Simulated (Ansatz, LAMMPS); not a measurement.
# Elastic response of glassy 29TiO2-71Al2O3 (mol %) (137 atoms): runs compared

Aim: relax glassy 29TiO2-71Al2O3 (mol %) (137 atoms), then change its volume and shape to read moduli from the stress.

Computed with Ansatz 0.2.0: Kohn-Sham DFT, LDA, PAW (set soft_1), plane waves.

## 1. The cell as built

The cell holds 137 atoms: 9 Ti, 44 Al and 84 O. Its edges and angles: a = 11.331 Å, b = 11.331 Å, c = 11.331 Å, α = 90.0°, β = 90.0°, γ = 90.0°. 137 atoms (9 Ti, 44 Al, 84 O) placed at random at 3.12 g/cm³, melted at 4000 K for 10 ps at fixed volume with the Morse and Coulomb pair potential with partial charges (Pedone, Malavasi, Menziani, Cormack and Segre, J. Phys. Chem. B 110, 11780 (2006)). Quenched from 4000 K to 300 K at 100 K/ps and fixed volume, held 10 ps at zero pressure.

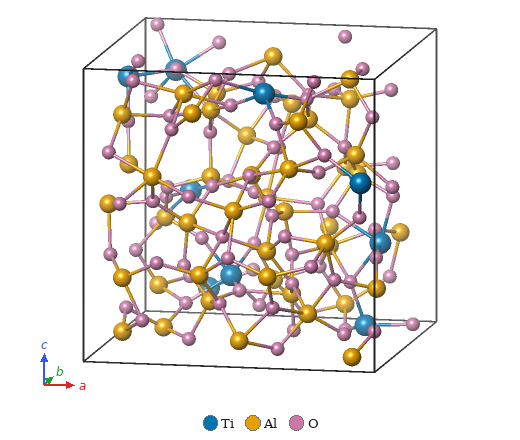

The cell as built. Bonds to atoms that aren't drawn are left out. Some periodic images of atoms are drawn too.

What the set-up can't give: The quench rate of 100 K/ps is many orders above laboratory rates, so the cell is likely richer in defects and strain than a real sample. The starting topology of bonds comes from the classical model, and needn't be the one that DFT or experiment would give. Only the Γ point is sampled.

## 2. The reference run

The reference is a single point at the end of the relaxation.

Every strained cell starts from the geometry of this run, and its atoms are relaxed with the cell held.

Its input, with most atom lines left out:

```yaml
crystal:
  lattice:
    - [10.83056, -0.13883, -0.20998]
    - [-0.13883, 11.30083, 0.06601]
    - [-0.20998, 0.06601, 11.55803]
  atoms:
    - { symbol: Ti, position: [0.17165, 0.93968, 0.44939] }
    - { symbol: Ti, position: [0.78608, 0.6625, 0.02683] }
    - { symbol: Ti, position: [0.36484, 0.64233, 0.21145] }
    - { symbol: Ti, position: [0.2144, 0.96415, 0.07615] }
    - { symbol: Ti, position: [0.10231, 0.88067, 0.84313] }
    - { symbol: Ti, position: [0.93782, 0.05358, 0.62596] }
    - { symbol: Ti, position: [0.58509, 0.28696, 0.87454] }
    [... atom lines 8 to 137 left out ...]
kpoints:
  mp_grid: { grid: [1, 1, 1] }
hamiltonian:
  xc: lda
  pseudopotentials: { kind: paw, azcp: { folder: soft_1 }, xc_functional: pbe }
scf:
  occupations: { method: fixed }
output:
  forces: true
  stress: true
  populations: true
  dos:
    method: { smearing: { sigma: 0.08 } }
    de: 0.1
    projected: { site_lists: { Al: [Al], O: [O], Ti: [Ti] } }
  eigenvalues: true
  write_density: true
  write_potential: true
  volumetric_format: npy
```

```
free energy per atom   : -667.5664 eV/atom
r.m.s. force component : 0.00306 eV/Å
pressure               : -0.004184 GPa
```

Filled and empty levels are parted by 2.83 eV (at Γ alone); a local or semilocal functional tends to put such gaps too low. In a disordered cell it changes from sample to sample, and tail or defect levels can set it.

## 3. The runs

Each row is one run, on 4 threads of Arm Neoverse V2, shared host. The free energy is the program's total, comparable only between runs with the same functional, potentials and atoms.

```
                                 run  atoms                outcome  ionic steps, all passes  free energy (eV)     time  host memory (GiB)
           Single point at the start    137              converged                        -        -91445.617     35 s                1.9
              Cell and atoms relaxed    137              converged                       33        -91456.603   12 min                1.9
Single point at the relaxed geometry    137              converged                        -        -91456.603     52 s                2.0
                         Volume -3 %    137              converged                        9        -91456.059  4.1 min                2.0
                         Volume +3 %    137              converged                        8        -91456.120  4.1 min                2.1
                         Volume -6 %    137              converged                        8        -91454.304  3.7 min                2.0
                         Volume +6 %    137              converged                       15        -91454.860  7.5 min                2.2
                        Volume -10 %    137  cut at the time limit                       16        -91451.452  7.2 min                1.9
            Stretched by 1 % along x    137  cut at the time limit                        5        -91456.502  2.8 min                2.1
```

In some runs the program notes that the SCF threshold is loose for the stress.

## 4. Pressure against volume

Atoms are relaxed at each volume, in the scaled cell.

```
volume change (%)  volume (Å³/atom)  energy change (meV/atom)  pressure (GPa)  largest move on relaxing (Å)  bonds  gap (eV)
               -6             9.701                     16.78            8.89                          0.25    266                2.82
               -3            10.011                      3.97            4.30                          0.12    265                2.84
               +0            10.320                      0.00            0.00                             -    261                2.83
               +3            10.630                      3.53           -3.60                          0.24    259                2.77
               +6            10.939                     12.72           -6.26                          0.81    253                2.64
```

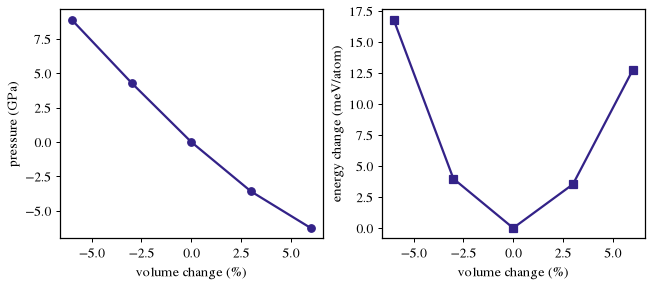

Pressure and energy against volume.

## 5. Findings

The bulk modulus, from the slope of pressure against ln V over the three points nearest the relaxed volume, is 132 GPa; a quadratic over all points gives a pressure derivative of about 4.7. The count of bonds runs from 253 to 266 over the series, so at some points contacts cross the cutoffs. At +6 % some atom moved by over 0.5 Å on relaxing, so that point may sit in another local minimum. The gap goes from 2.82 eV at the smallest volume to 2.64 eV at the largest, not monotonically (lowest 2.64, highest 2.84 eV), on the run's k-points.

Caveats: Strains are finite and relaxations stop at the force tolerance of the input, which can leave moduli too stiff; they are those of a static cell at zero temperature. Volumes are changed with the cell's shape held, so in an anisotropic solid the modulus lies over the one under free hydrostatic load. The program notes that the SCF threshold of the relaxations is loose for the stress.

The DFT runs together took 43 min of wall time.

[Logs are printed without paths, hosts, clocks, repeated set-up lines and the standing remarks that a program may print on its own settings, such as how far it seeks lower states.]

[Hosts, paths, dates, database ids (printed as entryN), source tags and the programs' standing remarks are cut or masked in the printed files.]
